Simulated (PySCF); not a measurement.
**NH3S (SMILES NS): M06-2X/STO-6G**

Aim: the vertical singlet–triplet gap of NH3S at M06-2X/STO-6G, from 2 runs. 

The calculation is run with PySCF 2.14.0.

11 further runs of the same task are left out: 11 set aside as unsound or not needed.

**1. The structure to begin with**

NH3S has 5 atoms, charge 0, and is taken as a singlet. SMILES: `NS`. The shape is that of a GFN2-xTB optimisation. This is one conformer, not always the lowest.

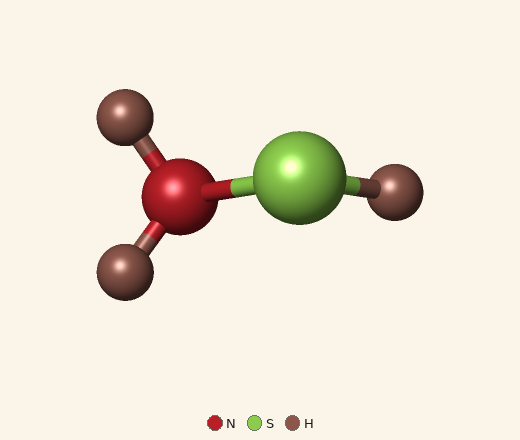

The structure, seen from a chosen angle (nitrogen red, sulfur green, hydrogen brown).

**2. The energy at M06-2X/STO-6G**

File input.py:

```python
from pyscf import gto, dft

molecule = gto.M(
    atom=[
    ('N', (-0.162760, -0.507400, -0.231700)),
    ('S', (0.168270, 0.954370, 0.610330)),
    ('H', (0.015040, -1.300690, 0.375430)),
    ('H', (-1.135990, -0.524720, -0.519210)),
    ('H', (1.115440, 1.378440, -0.234860)),
],
    spin=0,
    verbose=3,
    basis='sto-6g',
    max_memory=1860,
)

mf = dft.RKS(molecule)
mf.xc = 'm06-2x'
mf.grids.level = 5
mf.conv_tol = 1e-10
mf.kernel()
if not mf.converged:
    mf = mf.newton().run(mf.mo_coeff, mf.mo_occ)

energy = mf.e_tot
print('E = %.10f Eh' % energy)
```

Run with:

```
$ OMP_NUM_THREADS=1 python input.py
```

Log:

```text
converged SCF energy = -453.048080790499
E = -453.0480807905 Eh
```

It took 3 s on 1 thread of Intel Xeon Platinum 8488C (Sapphire Rapids), shared host; peak memory 0.19 GiB.

**3. The triplet, same level**

File job.py:

```python
from pyscf import gto, dft

mol = gto.M(
    atom=[
    ('N', (-0.162760, -0.507400, -0.231700)),
    ('S', (0.168270, 0.954370, 0.610330)),
    ('H', (0.015040, -1.300690, 0.375430)),
    ('H', (-1.135990, -0.524720, -0.519210)),
    ('H', (1.115440, 1.378440, -0.234860)),
],
    spin=2,
    verbose=3,
    basis='sto-6g',
    max_memory=1860,
)

calc0 = dft.UKS(mol, xc='m06-2x')
calc0.conv_tol = 1e-10
calc0.grids.level = 5
calc0.kernel()
if not calc0.converged:
    calc0 = calc0.newton().run(calc0.mo_coeff, calc0.mo_occ)

e_tot = calc0.e_tot
print('Final energy', e_tot)
```

Run with:

```
$ OMP_NUM_THREADS=1 python job.py
```

Log:

```text
WARN: HOMO 0.112157049813386 >= LUMO -0.228179417714209

WARN: HOMO 0.160060299469079 >= LUMO 0.0209448084129645

WARN: HOMO 0.0804984380076725 >= LUMO 0.0104105582170144

WARN: HOMO 0.0744278992444024 >= LUMO 0.00557699052461436

WARN: HOMO 0.0750082920833229 >= LUMO 0.00812670727382958

WARN: HOMO 0.0748670682356364 >= LUMO 0.0080898941519939

WARN: HOMO 0.0748514796559113 >= LUMO 0.00812139878975748

WARN: HOMO 0.0748614067225349 >= LUMO 0.00813804509034188

WARN: HOMO 0.0748522003380598 >= LUMO 0.00836103986738712

WARN: HOMO 0.0748642112309464 >= LUMO 0.0081515285978272

WARN: HOMO 0.0748479115823761 >= LUMO 0.00811972070896794

WARN: HOMO 0.0748372859092438 >= LUMO 0.00813262880797405

WARN: HOMO 0.0748382124807291 >= LUMO 0.00811274624526015

WARN: HOMO 0.0748381542169907 >= LUMO 0.00811369804616746

WARN: HOMO 0.0748382695224696 >= LUMO 0.00811386909121026

converged SCF energy = -452.779052776611  <S^2> = 2.0032916  2S+1 = 3.0021936
Final energy -452.77905277661057
```

Wall time 7.2 s (1 thread of Intel Xeon Platinum 8488C (Sapphire Rapids), shared host); peak memory 0.21 GiB.

**4. Outcome**

Level: M06-2X/STO-6G.

```
                                        quantity          value
                           singlet: total energy  -453.04808 Eh
                          singlet: dipole moment         0.83 D
                            singlet: HOMO energy       -5.17 eV
                            singlet: LUMO energy        7.50 eV
                          singlet: HOMO–LUMO gap       12.67 eV
                           triplet: total energy  -452.77905 Eh
                          triplet: dipole moment         1.50 D
                                   triplet: ⟨S²⟩          2.003
vertical energy of the triplet above the singlet       7.321 eV
```

What this shows: At this shape the triplet lies 7.32 eV (169 kcal/mol) above the singlet. In a minimal basis such a difference can be off by several eV, whatever the method. Mulliken charges (singlet) run from -0.51 on N1 to +0.18 on H3; they depend strongly on the basis.
